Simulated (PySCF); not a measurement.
# Eu³³⁺, Eu³⁴⁺: ionisation energy in even-tempered 19s13p8d4f4g

Aim: the ionisation energy of europium from differences of total energies, at each level of theory, and how far each lands from the tabulated value where there is one.

The numbers are computed with PySCF 2.14.0 (unrestricted determinants in a Gaussian basis, no spin-orbit coupling in the energies), except any that are marked as measured or tabulated.

## 1. The atom as given

```
Element                                   : europium (Z = 63)
Basis                                     : an even-tempered Gaussian basis (19 s from 3 bohr⁻², ratio 2.5; 13 p from 3.9 bohr⁻², ratio 2.5; 8 d from 6.9 bohr⁻², ratio 2.5; 4 f from 18 bohr⁻², ratio 2.7; 4 g from 28 bohr⁻², ratio 2.7)
Hamiltonian                               : the spin-free X2C one-electron Hamiltonian (Gaussian nucleus)
State 1                                   : Eu³³⁺: [Ar] 3d10 4s2, closed-shell 1S
State 2                                   : Eu³⁴⁺: [Ar] 3d10 4s1, 2S determinant
Methods                                   : UHF, LDA, PBE, PBE0, r2SCAN, revPBE, r2SCANh, MP2
Core shells frozen in the correlated runs : outer shells: [Ne] (for Eu³³⁺)
```

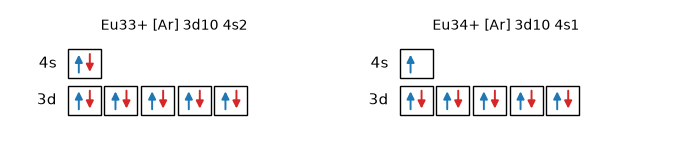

The shells outside the core, filled by Hund's rule for the drawing.

One driver process ran all states and methods and kept the integrals in memory. Each run is shown as a PySCF script that sums up its settings (the driver passes frozen orbitals as a list and adds second-order terms of double hybrids); the logs are those of the runs themselves. The driver starts from symmetry-adapted Hartree-Fock orbitals, holds the occupation by maximum overlap and uses a logarithmic radial grid for functionals, so a plain start would take other cycles.

The driver's launch:

```
> OMP_NUM_THREADS=2 python atomrun2.py TASK.json OUT
```

The integrals over 162 functions and the set-up took 1.5 s of CPU time.

## 2. Eu³³⁺

Level: UHF.

input.py

```python
from pyscf import gto, scf, dft, mp, cc
mol = gto.M(atom="Eu 0 0 0", charge=33, spin=0, symmetry="D2h",
            basis=gto.etbs([(0, 19, 3, 2.5), (1, 13, 3.9, 2.5), (2, 8, 6.9, 2.5), (3, 4, 18, 2.7), (4, 4, 28, 2.7)]),
            nucmod="G")
mf = scf.UHF(mol).sfx2c1e()
mf.irrep_nelec = {'Ag': (6, 6), 'B1g': (1, 1), 'B2g': (1, 1), 'B3g': (1, 1), 'B1u': (2, 2), 'B2u': (2, 2), 'B3u': (2, 2)}
mf.kernel()
```

Standard output:

```text
damping factor = 0
level_shift factor = 0
DIIS = <class 'pyscf.scf.diis.CDIIS'>
diis_start_cycle = 1
diis_space = 10
diis_damp = 0
SCF conv_tol = 1e-09
SCF conv_tol_grad = None
number electrons alpha = 15  beta = 15
cycle= 1 E= -10235.9898677202  delta_E= -9.09e-12  |g|= 4.88e-07  |ddm|= 5.69e-07
converged SCF energy = -10235.9898677202  <S^2> = -1.2434498e-14  2S+1 = 1
```

It took 11 s on 2 threads of Neoverse-V1, shared host, the integrals not counted.

The occupied shells:

| shell | electrons | mean orbital energy (eV) | spread (eV) | rms radius (bohr) |
| --- | --- | --- | --- | --- |
| 1s | 2 | -50065.7 | 0 | 0.0254 |
| 2s | 2 | -9404.5 | 0 | 0.103 |
| 2p | 6 | -8526.1 | 0 | 0.0921 |
| 3s | 2 | -3047.9 | 0 | 0.261 |
| 3p | 6 | -2765.1 | 0 | 0.261 |
| 3d | 10 | -2393.9 | 0 | 0.238 |
| 4s | 2 | -1404.1 | 0 | 0.538 |

⟨S²⟩ = 0.000, ⟨L²⟩ = 0.00.

Spin-orbit constants on these orbitals (cm⁻¹; bare nucleus, screened nucleus, mean field): 3p 721400, 698500, 688400; 3d 113900, 95810, 93400.

The p, d and f levels are scalar averages; spin-orbit coupling splits them strongly at this Z.

Level: LDA.

input.py differs from the last one in:

```diff
@@ -4,3 +4,3 @@
             nucmod="G")
-mf = scf.UHF(mol).sfx2c1e()
+mf = dft.UKS(mol, xc="LDA,VWN").sfx2c1e()
 mf.irrep_nelec = {'Ag': (6, 6), 'B1g': (1, 1), 'B2g': (1, 1), 'B3g': (1, 1), 'B1u': (2, 2), 'B2u': (2, 2), 'B3u': (2, 2)}
```

Standard output:

```text
damping factor = 0
level_shift factor = 0
DIIS = <class 'pyscf.scf.diis.CDIIS'>
diis_start_cycle = 1
diis_space = 10
diis_damp = 0
SCF conv_tol = 1e-09
SCF conv_tol_grad = None
number electrons alpha = 15  beta = 15
XC functionals = LDA,VWN
    P. A. M. Dirac.,  Math. Proc. Cambridge Philos. Soc. 26, 376 (1930)
    F. Bloch.,  Z. Phys. 57, 545 (1929)
    S. H. Vosko, L. Wilk, and M. Nusair.,  Can. J. Phys. 58, 1200 (1980)
cycle= 1 E= -10229.2468157083  delta_E= -0.0291  |g|= 0.0812  |ddm|= 0.147
cycle= 2 E= -10229.2468502167  delta_E= -3.45e-05  |g|= 0.0168  |ddm|= 0.00781
cycle= 3 E= -10229.2468527607  delta_E= -2.54e-06  |g|= 0.00126  |ddm|= 0.00127
cycle= 4 E= -10229.2468527757  delta_E= -1.5e-08  |g|= 4.97e-06  |ddm|= 7.78e-05
cycle= 5 E= -10229.2468527757  delta_E= 1.82e-12  |g|= 1.35e-07  |ddm|= 3.54e-07
converged SCF energy = -10229.2468527757  <S^2> = -8.8817842e-15  2S+1 = 1
```

It took 1.1 s on 2 threads of Neoverse-V1, shared host, the integrals not counted.

Level: PBE.

input.py differs from the last one in:

```diff
@@ -4,3 +4,3 @@
             nucmod="G")
-mf = dft.UKS(mol, xc="LDA,VWN").sfx2c1e()
+mf = dft.UKS(mol, xc="PBE").sfx2c1e()
 mf.irrep_nelec = {'Ag': (6, 6), 'B1g': (1, 1), 'B2g': (1, 1), 'B3g': (1, 1), 'B1u': (2, 2), 'B2u': (2, 2), 'B3u': (2, 2)}
```

Standard output:

```text
damping factor = 0
level_shift factor = 0
DIIS = <class 'pyscf.scf.diis.CDIIS'>
diis_start_cycle = 1
diis_space = 10
diis_damp = 0
SCF conv_tol = 1e-09
SCF conv_tol_grad = None
number electrons alpha = 15  beta = 15
XC functionals = PBE
    J. P. Perdew, K. Burke, and M. Ernzerhof.,  Phys. Rev. Lett. 77, 3865 (1996)
    J. P. Perdew, K. Burke, and M. Ernzerhof.,  Phys. Rev. Lett. 78, 1396 (1997)
    J. P. Perdew, K. Burke, and M. Ernzerhof.,  Phys. Rev. Lett. 77, 3865 (1996)
    J. P. Perdew, K. Burke, and M. Ernzerhof.,  Phys. Rev. Lett. 78, 1396 (1997)
cycle= 1 E= -10237.5605155966  delta_E= -0.0188  |g|= 0.0199  |ddm|= 0.14
cycle= 2 E= -10237.5605190589  delta_E= -3.46e-06  |g|= 0.00454  |ddm|= 0.00221
cycle= 3 E= -10237.5605192763  delta_E= -2.17e-07  |g|= 0.000427  |ddm|= 0.000401
cycle= 4 E= -10237.5605192777  delta_E= -1.41e-09  |g|= 6.98e-06  |ddm|= 2.16e-05
cycle= 5 E= -10237.5605192777  delta_E= -7.28e-12  |g|= 4.99e-08  |ddm|= 7.03e-07
converged SCF energy = -10237.5605192777  <S^2> = -7.1054274e-15  2S+1 = 1
```

Time after the integrals: 1.5 s (2 threads of Neoverse-V1, shared host).

Level: PBE0.

input.py differs from the last one in:

```diff
@@ -4,3 +4,3 @@
             nucmod="G")
-mf = dft.UKS(mol, xc="PBE").sfx2c1e()
+mf = dft.UKS(mol, xc="PBE0").sfx2c1e()
 mf.irrep_nelec = {'Ag': (6, 6), 'B1g': (1, 1), 'B2g': (1, 1), 'B3g': (1, 1), 'B1u': (2, 2), 'B2u': (2, 2), 'B3u': (2, 2)}
```

Standard output:

```text
damping factor = 0
level_shift factor = 0
DIIS = <class 'pyscf.scf.diis.CDIIS'>
diis_start_cycle = 1
diis_space = 10
diis_damp = 0
SCF conv_tol = 1e-09
SCF conv_tol_grad = None
number electrons alpha = 15  beta = 15
XC functionals = PBE0
    C. Adamo and V. Barone.,  J. Chem. Phys. 110, 6158 (1999)
    M. Ernzerhof and G. E. Scuseria.,  J. Chem. Phys. 110, 5029 (1999)
cycle= 1 E= -10237.5841962428  delta_E= -0.0104  |g|= 0.016  |ddm|= 0.109
cycle= 2 E= -10237.5841979028  delta_E= -1.66e-06  |g|= 0.00236  |ddm|= 0.00304
cycle= 3 E= -10237.5841979596  delta_E= -5.68e-08  |g|= 0.000392  |ddm|= 0.000195
cycle= 4 E= -10237.5841979609  delta_E= -1.34e-09  |g|= 5e-06  |ddm|= 2.59e-05
cycle= 5 E= -10237.5841979609  delta_E= 7.28e-12  |g|= 2.34e-08  |ddm|= 5.2e-07
converged SCF energy = -10237.5841979609  <S^2> = -5.3290705e-15  2S+1 = 1
```

Time after the integrals: 3.9 s (2 threads of Neoverse-V1, shared host).

Level: r2SCAN.

input.py differs from the last one in:

```diff
@@ -4,3 +4,3 @@
             nucmod="G")
-mf = dft.UKS(mol, xc="PBE0").sfx2c1e()
+mf = dft.UKS(mol, xc="R2SCAN").sfx2c1e()
 mf.irrep_nelec = {'Ag': (6, 6), 'B1g': (1, 1), 'B2g': (1, 1), 'B3g': (1, 1), 'B1u': (2, 2), 'B2u': (2, 2), 'B3u': (2, 2)}
```

Standard output:

```text
damping factor = 0
level_shift factor = 0
DIIS = <class 'pyscf.scf.diis.CDIIS'>
diis_start_cycle = 1
diis_space = 10
diis_damp = 0
SCF conv_tol = 1e-09
SCF conv_tol_grad = None
number electrons alpha = 15  beta = 15
XC functionals = R2SCAN
    J. W. Furness, A. D. Kaplan, J. Ning, J. P. Perdew, and J. Sun.,  J. Phys. Chem. Lett. 11, 8208-8215 (2020)
    J. W. Furness, A. D. Kaplan, J. Ning, J. P. Perdew, and J. Sun.,  J. Phys. Chem. Lett. 11, 9248-9248 (2020)
    J. W. Furness, A. D. Kaplan, J. Ning, J. P. Perdew, and J. Sun.,  J. Phys. Chem. Lett. 11, 8208-8215 (2020)
    J. W. Furness, A. D. Kaplan, J. Ning, J. P. Perdew, and J. Sun.,  J. Phys. Chem. Lett. 11, 9248-9248 (2020)
cycle= 1 E= -10237.8870895435  delta_E= -0.00987  |g|= 0.0262  |ddm|= 0.052
cycle= 2 E= -10237.8870958244  delta_E= -6.28e-06  |g|= 0.00585  |ddm|= 0.00534
cycle= 3 E= -10237.887096174  delta_E= -3.5e-07  |g|= 0.000451  |ddm|= 0.000404
cycle= 4 E= -10237.8870961754  delta_E= -1.44e-09  |g|= 5.7e-06  |ddm|= 3.2e-05
cycle= 5 E= -10237.8870961754  delta_E=    0  |g|= 3.31e-08  |ddm|= 1.23e-06
converged SCF energy = -10237.8870961754  <S^2> = -1.4210855e-14  2S+1 = 1
```

Time after the integrals: 3.7 s (2 threads of Neoverse-V1, shared host).

Level: revPBE.

input.py differs from the last one in:

```diff
@@ -4,3 +4,3 @@
             nucmod="G")
-mf = dft.UKS(mol, xc="R2SCAN").sfx2c1e()
+mf = dft.UKS(mol, xc="PBE_R,PBE").sfx2c1e()
 mf.irrep_nelec = {'Ag': (6, 6), 'B1g': (1, 1), 'B2g': (1, 1), 'B3g': (1, 1), 'B1u': (2, 2), 'B2u': (2, 2), 'B3u': (2, 2)}
```

Standard output:

```text
damping factor = 0
level_shift factor = 0
DIIS = <class 'pyscf.scf.diis.CDIIS'>
diis_start_cycle = 1
diis_space = 10
diis_damp = 0
SCF conv_tol = 1e-09
SCF conv_tol_grad = None
number electrons alpha = 15  beta = 15
XC functionals = PBE_R,PBE
    Y. Zhang and W. Yang.,  Phys. Rev. Lett. 80, 890 (1998)
    J. P. Perdew, K. Burke, and M. Ernzerhof.,  Phys. Rev. Lett. 77, 3865 (1996)
    J. P. Perdew, K. Burke, and M. Ernzerhof.,  Phys. Rev. Lett. 78, 1396 (1997)
cycle= 1 E= -10238.0027352544  delta_E= -0.0182  |g|= 0.0194  |ddm|= 0.144
cycle= 2 E= -10238.0027376214  delta_E= -2.37e-06  |g|= 0.00378  |ddm|= 0.00203
cycle= 3 E= -10238.0027377698  delta_E= -1.48e-07  |g|= 0.000499  |ddm|= 0.000347
cycle= 4 E= -10238.002737772  delta_E= -2.14e-09  |g|= 7.03e-06  |ddm|= 3e-05
cycle= 5 E= -10238.002737772  delta_E= 7.28e-12  |g|= 4.17e-08  |ddm|= 7.36e-07
converged SCF energy = -10238.002737772  <S^2> = -5.3290705e-15  2S+1 = 1
```

It took 1.4 s on 2 threads of Neoverse-V1, shared host, the integrals not counted.

Level: r2SCANh.

input.py differs from the last one in:

```diff
@@ -4,3 +4,3 @@
             nucmod="G")
-mf = dft.UKS(mol, xc="PBE_R,PBE").sfx2c1e()
+mf = dft.UKS(mol, xc="HYB_MGGA_XC_R2SCANH").sfx2c1e()
 mf.irrep_nelec = {'Ag': (6, 6), 'B1g': (1, 1), 'B2g': (1, 1), 'B3g': (1, 1), 'B1u': (2, 2), 'B2u': (2, 2), 'B3u': (2, 2)}
```

Standard output:

```text
damping factor = 0
level_shift factor = 0
DIIS = <class 'pyscf.scf.diis.CDIIS'>
diis_start_cycle = 1
diis_space = 10
diis_damp = 0
SCF conv_tol = 1e-09
SCF conv_tol_grad = None
number electrons alpha = 15  beta = 15
XC functionals = HYB_MGGA_XC_R2SCANH
    M. Bursch, H. Neugebauer, S. Ehlert, and S. Grimme.,  J. Chem. Phys. 156, 134105 (2022)
cycle= 1 E= -10237.8675856797  delta_E= -0.00801  |g|= 0.0227  |ddm|= 0.0484
cycle= 2 E= -10237.8675903321  delta_E= -4.65e-06  |g|= 0.00474  |ddm|= 0.00488
cycle= 3 E= -10237.8675905598  delta_E= -2.28e-07  |g|= 0.000411  |ddm|= 0.00031
cycle= 4 E= -10237.8675905611  delta_E= -1.25e-09  |g|= 5.24e-06  |ddm|= 3.22e-05
cycle= 5 E= -10237.8675905611  delta_E= -1.09e-11  |g|= 3.54e-08  |ddm|= 1.26e-06
converged SCF energy = -10237.8675905611  <S^2> = -5.3290705e-15  2S+1 = 1
```

It took 6.1 s on 2 threads of Neoverse-V1, shared host, the integrals not counted.

Level: MP2 (outer shells).

input.py differs from the last one in:

```diff
@@ -4,4 +4,5 @@
             nucmod="G")
-mf = dft.UKS(mol, xc="HYB_MGGA_XC_R2SCANH").sfx2c1e()
+mf = scf.UHF(mol).sfx2c1e()
 mf.irrep_nelec = {'Ag': (6, 6), 'B1g': (1, 1), 'B2g': (1, 1), 'B3g': (1, 1), 'B1u': (2, 2), 'B2u': (2, 2), 'B3u': (2, 2)}
 mf.kernel()
+mp.UMP2(mf, frozen=5).kernel()
```

The driver printed no log here.

Time after the integrals: 3.4 s (2 threads of Neoverse-V1, shared host).

With 20 electrons correlated, the MP2 correlation energy is -0.96476 hartree (-0.31785 same spin, -0.64691 opposite spin); the SCS form gives -0.88224. Largest pairs of shells: 3d-3d -0.4165, 3p-3d -0.2256, 3d-4s -0.0954, 3p-3p -0.0633, 4s-4s -0.0559.

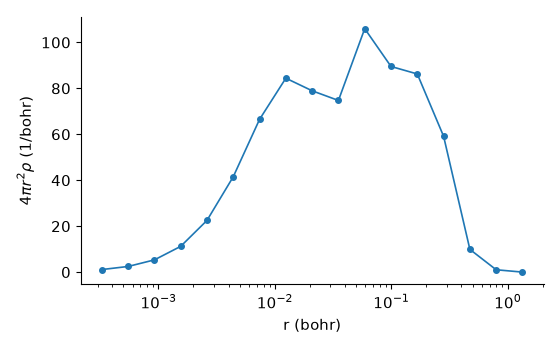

Radial density 4πr²ρ of Eu³³⁺ at UHF, without picture-change correction, at 17 stored radii joined by straight lines.

(Part 1 of 2 ends here.)
